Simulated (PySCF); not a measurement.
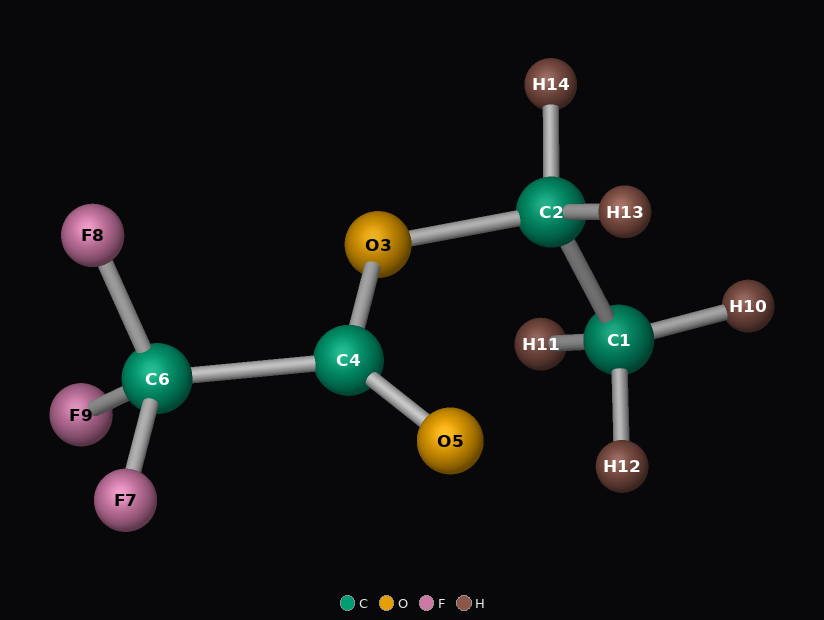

Computed geometry: PBE0-D3(BJ)/def2-SVP optimisation. No frequency run is at hand to confirm it as a minimum. Properties computed with B3LYP/pcJ-1 indirect spin-spin coupling, non-relativistic, gas phase (PySCF 2.14.0). Isotopes: 13C, 19F, 1H, 17O.

Give the spin–spin coupling constants of these pairs, with the number of bonds between them: C6/F9, C6/F7, C4/F8, F7/F9, F8/F9, O3/F9, O3/F7, O5/F7.

```json
{"pair": "C6, F9", "bonds apart": "1", "J (Hz)": "−357.3"}
{"pair": "C6, F7", "bonds apart": "1", "J (Hz)": "−345.7"}
{"pair": "C4, F8", "bonds apart": "2", "J (Hz)": "45.7"}
{"pair": "F7, F9", "bonds apart": "2", "J (Hz)": "46.9"}
{"pair": "F8, F9", "bonds apart": "2", "J (Hz)": "96.4"}
{"pair": "O3, F9", "bonds apart": "3", "J (Hz)": "3.0"}
{"pair": "O3, F7", "bonds apart": "3", "J (Hz)": "−7.2"}
{"pair": "O5, F7", "bonds apart": "3", "J (Hz)": "−1.0"}
```

Density functionals are unreliable for couplings to fluorine, so those rows may be far off.
